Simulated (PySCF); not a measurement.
**C8H13BO: density, localisation and related maps**

The calculation's input:

```
{"job": {"kind": "nmr", "xc": "PBE0", "basis": "pcSseg-1"}, "charge": 0, "multiplicity": 1}
B     -3.269313     1.121608     0.060466
C     -1.875411     0.401376     0.021634
C     -1.605107    -0.707761     1.055825
C     -0.093170    -0.892078     0.935607
C      0.403833     0.476962     0.401166
C      1.269439     0.301030    -0.832210
C      0.872269     0.745123    -2.023707
C      2.556727    -0.365332    -0.686376
C      3.136669    -0.740785     0.447538
O     -0.748707     1.261231     0.149345
H     -4.224044     0.452064     0.110485
H     -3.341058     2.282483     0.000439
H     -1.829627    -0.087352    -0.976476
H     -1.869392    -0.348623     2.051025
H     -2.164587    -1.615888     0.845393
H      0.366163    -1.149835     1.887451
H      0.143131    -1.675753     0.214370
H      0.983416     1.019352     1.159521
H     -0.057661     1.272885    -2.144184
H      1.476949     0.616800    -2.906014
H      3.074826    -0.537877    -1.622151
H      4.104408    -1.213459     0.448560
H      2.685494    -0.589187     1.412373
```

Launched as:

```sh
OMP_NUM_THREADS=1 python probes_run.py task.json out
```

Geometry: GFN2-xTB.

Computed with PySCF, PBE0/pcSseg-1, SCF density, gas phase, non-relativistic.

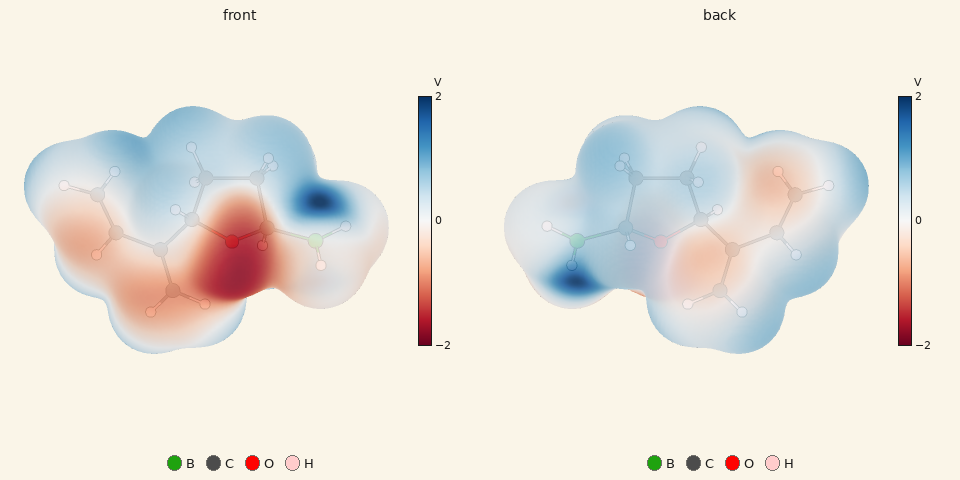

Figure 1. The molecular electrostatic potential painted on the density surface at 0.002 e/bohr³, seen from the front and from behind; red is negative and blue positive.

Question: Describe the electrostatic potential map.

Answer: The most negative region (about −1.7 V) lies over O10, the most positive (about +1.8 V) over B1. O10 is the likeliest acceptor of a hydrogen bond.

Question: How polar is the molecule by this calculation?

Answer: Its dipole moment is 1.80 D.

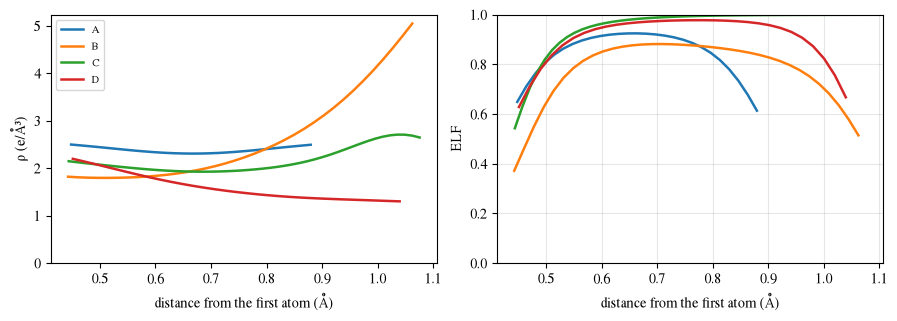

Figure 2. Electron density and electron localisation function along straight lines between neighbouring atoms. The curves leave out the atomic cores.

Question: Which curve belongs to which contact (C–B, C–C, C–H and C–O)? The first atom named is at distance zero.

Answer: Curve A: C–C (1.33 Å): the density is about 2.3 e/Å³ at the midpoint; the ELF peaks at about 0.90 between the atoms; a multiple bond. Curve B: C–O (1.42 Å): ρ is about 2 e/Å³ halfway, with its minimum of 1.8 e/Å³ about 0.5 Å from C; the ELF peaks at about 0.90 between the atoms; a shared but strongly polarised pair. Curve C: C–H (1.08 Å): ρ at the midpoint is about 2 e/Å³; the ELF climbs to about 1 towards the hydrogen, as it does in any bond to H: an ordinary covalent bond to hydrogen. Curve D: C–B (1.57 Å): the density is about 1.4 e/Å³ at the midpoint; the ELF peaks at about 1 between the atoms, as expected for localised, covalent bonding.
